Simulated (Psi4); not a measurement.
**InH5S (In(H2S)H3) at DSD-PBEP86/def2-SVPD (core potential, density fitting for correlation)**

What is the vertical ionisation energy of InH5S (In(H2S)H3) at DSD-PBEP86/def2-SVPD (core potential, density fitting for correlation)? 

The calculation is run with Psi4 1.11.

### 1 The molecule

The species is InH5S (7 atoms), meant as a singlet with charge 0. SMILES: `[H][In]([H])([H])<-[SH2]`. Geometry: a GFN2-xTB relaxation, a rough one for these elements and not checked as a minimum.

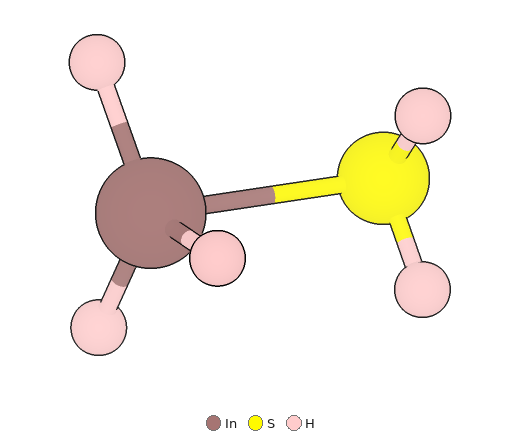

Viewed from a chosen angle; indium brown, sulfur yellow, hydrogen pink.

### 2 The energy at DSD-PBEP86/def2-SVPD (core potential, density fitting for correlation)

Input file job.py:

```python
import psi4

psi4.set_memory(1600000000)
psi4.set_num_threads(1)
psi4.core.set_output_file('psi4.out', False)

mol = psi4.geometry("""
0 1
In     0.135580    -0.224710    -1.100160
S      0.147580    -0.258030     1.612090
H      0.509110     1.023740     1.648870
H     -1.148820     0.047740     1.637400
H      1.807850    -0.181210    -1.344390
H     -0.720900     1.249210    -1.112410
H     -0.730410    -1.656740    -1.341400
symmetry c1
""")

options = {'basis': 'def2-SVPD', 'puream': True, 'e_convergence': 1e-09, 'd_convergence': 1e-08, 'scf_type': 'pk', 'dft_radial_points': 99, 'dft_spherical_points': 590, 'num_frozen_docc': 9}
psi4.set_options(options)

E = psi4.energy('DSD-PBEP86', molecule=mol)
print('E =', round(E, 9))
```

Run with:

```sh
$ python job.py
```

psi4.out:

```text
[...]
    !!!  WARNING: ECP capability is in beta. Please check occupations closely.  !!!
[...]
  Running in c1 symmetry.
[...]
  Nuclear repulsion =  114.580463889091533
[...]
  Multiplicity = 1
[...]
  Nalpha       = 21
  Nbeta        = 21
[...]
    Number of basis functions: 99
[...]
   @RKS iter   1:  -590.12189852510528   -8.54599e-01   3.82459e-03 ADIIS/DIIS
[...]
   @RKS iter  10:  -590.22390560642305   -1.06866e-11   3.43442e-09 DIIS
[...]
    Orbital Energies [Eh]
    ---------------------
    Doubly Occupied:
       1A    -90.916705     2A     -8.676541     3A     -6.457683
       4A     -6.455941     5A     -6.453151     6A     -5.111885
       7A     -3.423965     8A     -3.415610     9A     -3.415586
      10A     -0.967905    11A     -0.916472    12A     -0.911942
      13A     -0.911507    14A     -0.908679    15A     -0.908159
      16A     -0.596045    17A     -0.533577    18A     -0.504512
      19A     -0.396056    20A     -0.352296    21A     -0.348088
[...]
  @RKS Final Energy:  -590.22390560642305
   => Energetics <=
    Nuclear Repulsion Energy =            114.5804638890915328
    One-Electron Energy =               -1115.5077919513455527
    Two-Electron Energy =                 423.3687390572412141
    DFT Exchange-Correlation Energy =     -12.6653166014101952
    Empirical Dispersion Energy =           0.0000000000000000
    VV10 Nonlocal Energy =                  0.0000000000000000
    Total Energy =                       -590.2239056064229317
[...]
 Multipole Moments:
 ------------------------------------------------------------------------------------
     Multipole            Electronic (a.u.)      Nuclear  (a.u.)        Total (a.u.)
 ------------------------------------------------------------------------------------
 L = 1.  Multiply by 2.5417464519 to convert [e a0] to [Debye]
 Dipole X            :          0.9491655           -1.1477355           -0.1985701
 Dipole Y            :         -1.4047553            1.7387936            0.3340382
 Dipole Z            :        -42.3413560           43.5021359            1.1607799
 Magnitude           :                                                    1.2241003
[...]
```

Standard output:

```text
E = -590.372674188
```

Wall time 23 s (1 thread of Intel Xeon Platinum 8375C at 2.90GHz (Ice Lake), shared host); peak memory 0.75 GiB.

### 3 The doublet cation

Input file h5ins.py:

```python
import psi4

psi4.set_memory(1600000000)
psi4.set_num_threads(1)
psi4.set_output_file('run.log', False)

mol = psi4.geometry("""
1 2
In     0.25620907    -0.42464036    -2.07900109
S      0.27888578    -0.48760603     3.04640859
H      0.96207847     1.93458822     3.11591272
H     -2.17095517     0.09021553     3.09423756
H      3.41634137    -0.34243727    -2.54052890
H     -1.36230356     2.36066477    -2.10215024
H     -1.38027486    -3.13078486    -2.53487862
units au
symmetry c1
""")

psi4.set_options({
    'basis': 'def2-SVPD',
    'reference': 'uks',
    'puream': True,
    'e_convergence': 1e-09,
    'd_convergence': 1e-08,
    'scf_type': 'pk',
    'dft_radial_points': 99,
    'dft_spherical_points': 590,
    'num_frozen_docc': 9,
    'maxiter': 200,
})

E = psi4.energy("dsd-pbep86")
print(f'total energy {E:.8f} hartree = {E * 27.211386:.5f} eV')
```

Run with:

```sh
$ python h5ins.py
```

run.log:

```text
[...]
    !!!  WARNING: ECP capability is in beta. Please check occupations closely.  !!!
[...]
  Running in c1 symmetry.
[...]
  Nuclear repulsion =  114.580463974920491
[...]
  Multiplicity = 2
[...]
  Nalpha       = 21
  Nbeta        = 20
[...]
    Number of basis functions: 99
[...]
   @UKS iter   1:  -589.72451281524741   -4.76879e-01   3.74228e-03 ADIIS/DIIS
[...]
   @UKS iter  17:  -589.87054930034367   -2.62617e-11   7.71053e-09 DIIS
[...]
   @S^2 Observed:                7.694035799E-01
[...]
    Orbital Energies [Eh]
    ---------------------
    Alpha Occupied:
       1A    -91.096423     2A     -8.855408     3A     -6.636081
       4A     -6.634547     5A     -6.632558     6A     -5.368660
       7A     -3.681821     8A     -3.674778     9A     -3.668599
      10A     -1.187496    11A     -1.170222    12A     -1.169740
      13A     -1.167424    14A     -1.157677    15A     -1.134276
      16A     -0.820017    17A     -0.766834    18A     -0.697590
      19A     -0.654174    20A     -0.584873    21A     -0.582749
    Alpha Virtual:
      22A     -0.151414    23A     -0.120916    24A     -0.108711
      25A     -0.101007    26A     -0.080101    27A     -0.075081
[...]
  @UKS Final Energy:  -589.87054930034367
   => Energetics <=
    Nuclear Repulsion Energy =            114.5804639749204910
    One-Electron Energy =               -1106.1917955825128956
    Two-Electron Energy =                 414.3221178107029345
    DFT Exchange-Correlation Energy =     -12.5813355034541168
    Empirical Dispersion Energy =           0.0000000000000000
    VV10 Nonlocal Energy =                  0.0000000000000000
    Total Energy =                       -589.8705493003436686
[...]
 Multipole Moments:
 ------------------------------------------------------------------------------------
     Multipole            Electronic (a.u.)      Nuclear  (a.u.)        Total (a.u.)
 ------------------------------------------------------------------------------------
 L = 1.  Multiply by 2.5417464519 to convert [e a0] to [Debye]
 Dipole X            :          0.5075066           -1.1477356           -0.6402289
 Dipole Y            :         -0.6254973            1.7387936            1.1132963
 Dipole Z            :        -42.8452680           43.5021359            0.6568679
 Magnitude           :                                                    1.4424968
[...]
```

Standard output:

```text
total energy -590.00844015 hartree = -16054.94741 eV
```

Wall time 43 s (1 thread of Intel Xeon Platinum 8375C at 2.90GHz (Ice Lake), shared host); peak memory 0.75 GiB.

### 4 Results

Level: DSD-PBEP86/def2-SVPD (core potential, density fitting for correlation), 9 core orbitals frozen.

```
                                                                quantity          value
                                             singlet InH5S: total energy  -590.37267 Eh
                        singlet InH5S: HOMO energy (SCF part's orbitals)       -9.47 eV
                        singlet InH5S: LUMO energy (SCF part's orbitals)        0.62 eV
                      singlet InH5S: HOMO–LUMO gap (SCF part's orbitals)       10.09 eV
                                            doublet cation: total energy  -590.00844 Eh
doublet cation: HOMO energy (SCF part's orbitals) (highest over α and β)      -14.97 eV
 doublet cation: LUMO energy (SCF part's orbitals) (lowest over α and β)       -9.77 eV
                                                    doublet cation: ⟨S²⟩          0.769
                      vertical ionisation energy (to the doublet cation)       9.911 eV
```

The vertical ionisation energy comes to 9.91 eV (229 kcal/mol). −ε(HOMO) before ionisation, 9.47 eV, is 0.44 eV below this ionisation energy.
